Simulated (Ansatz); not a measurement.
# Si₂BH₅ (SMILES [SiH2]=B[SiH3]): functionals against CCSD(T) at one geometry

How do the functionals fare away from a minimum? The structure is a frame of a short trajectory.

Method: single points in def2-TZVPP; program: Ansatz 0.2.0, Gaussian basis.

Correlated methods freeze the cores.

## Step 1: Starting geometry

SMILES `[SiH2]=B[SiH3]`, 8 atoms, charge 0, spin multiplicity 1.

Atoms are counted from 1 here; the program's logs count them from 0.

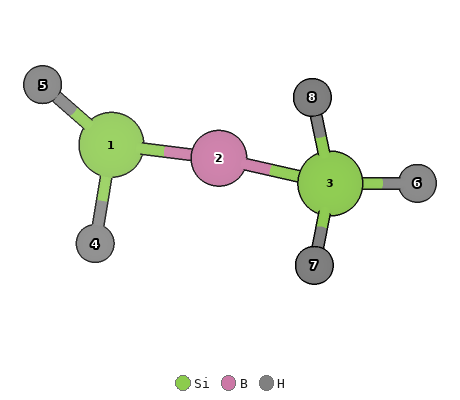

The starting geometry (silicon green, boron pink, hydrogen grey); atoms are numbered from 1 in the order of the file.

Geometry (Å):

```mol
BH5Si2
  3D, bonds by distance, orders not assigned

  8  7  0  0  0  0  0  0  0  0999 V2000
   -0.8856    1.3958   -1.3925 Si  0  0
   -0.0195    0.1875   -0.1795 B   0  0
    0.6381   -1.1677    1.0129 Si  0  0
   -2.1878    1.3636   -0.5828 H   0  0
   -0.2063    2.7387   -1.6512 H   0  0
    0.6740   -2.6965    0.6030 H   0  0
   -0.0567   -0.8720    2.3218 H   0  0
    1.9483   -0.4389    0.7637 H   0  0
  1  2  8  0
  1  4  8  0
  1  5  8  0
  2  3  8  0
  3  6  8  0
  3  7  8  0
  3  8  8  0
M  END
```

## Step 2: PBE-D4/def2-TZVPP

Input file run/in.yaml:

```yaml
crystal:
  periodic: [false, false, false]
  atoms:
    - {symbol: Si, position_ang: [-0.885587, 1.395833, -1.392452]}
    - {symbol: B, position_ang: [-0.019539, 0.187508, -0.179513]}
    - {symbol: Si, position_ang: [0.638085, -1.167667, 1.012929]}
    - {symbol: H, position_ang: [-2.187802, 1.363599, -0.582766]}
    - {symbol: H, position_ang: [-0.206334, 2.738682, -1.651207]}
    - {symbol: H, position_ang: [0.673964, -2.696492, 0.603032]}
    - {symbol: H, position_ang: [-0.056731, -0.872018, 2.321846]}
    - {symbol: H, position_ang: [1.948325, -0.438895, 0.763692]}
basis:
  gaussian: {orbitals: def2-TZVPP}
hamiltonian: {xc: pbe, dispersion: d4}
output: {forces: true}
```

The run is started by

```
> ansatz run in.yaml --threads 2 --pin off --events-out ev --progress --plain --max-ram 3481MiB
```

## Step 3: r2SCAN-D4/def2-TZVPP

Changes to run/in.yaml since step 2:

```diff
@@ -13,3 +13,3 @@
   gaussian: {orbitals: def2-TZVPP}
-hamiltonian: {xc: pbe, dispersion: d4}
+hamiltonian: {xc: r2scan, dispersion: d4}
 output: {forces: true}
```

## Step 4: PBE0-D4/def2-TZVPP

Changes to run/in.yaml since step 3:

```diff
@@ -13,3 +13,3 @@
   gaussian: {orbitals: def2-TZVPP}
-hamiltonian: {xc: r2scan, dispersion: d4}
-output: {forces: true}
+hamiltonian: {xc: pbe0, dispersion: d4}
+output: {forces: true, orbitals: {seedname: orbitals}}
```

## Step 5: wB97M-V/def2-TZVPP

Changes to run/in.yaml since step 4:

```diff
@@ -13,3 +13,3 @@
   gaussian: {orbitals: def2-TZVPP}
-hamiltonian: {xc: pbe0, dispersion: d4}
-output: {forces: true, orbitals: {seedname: orbitals}}
+hamiltonian: {xc: {name: wB97M-V}}
+output: {forces: true}
```

## Step 6: CCSD(T)/def2-TZVPP

Changes to run/in.yaml since step 5:

```diff
@@ -13,3 +13,3 @@
   gaussian: {orbitals: def2-TZVPP}
-hamiltonian: {xc: {name: wB97M-V}}
+correlation: {method: ccsd_t}
 output: {forces: true}
```

(Steps that only read results are left out.)

Before running it: what results should come out? Wanted: energy less free atoms, CCSD(T)/def2-TZVPP; RMS force component; RMS force error; HOMO and LUMO, PBE0-D4; T1 diagnostic.

As calculated:

| quantity | value |
| --- | --- |
| energy less free atoms, CCSD(T)/def2-TZVPP | -2092.1 kJ/mol |
| RMS force component | 0.579 to 0.771 eV/Å over the methods |
| RMS force error | PBE-D4 0.164, r2SCAN-D4 0.098, PBE0-D4 0.101, wB97M-V 0.147 eV/Å |
| HOMO and LUMO, PBE0-D4 | -5.89 and -2.43 eV |
| T1 diagnostic | 0.023 |

In words: Against CCSD(T) the functionals' energies less atoms differ by -79.4 to -44.1 kJ/mol, PBE-D4 by -73.4 kJ/mol. CCSD(T) in triple zeta still lacks some correlation energy of the bonds, so part of these gaps is its own basis error and they don't rank the functionals. For forces r2SCAN-D4 does best and PBE-D4 worst. Frozen-core CCSD(T) forces in triple zeta carry basis errors of their own, and this is one geometry, so small gaps rank nothing. The restricted Hartree–Fock reference is unstable towards an unrestricted one at one or more of these structures.
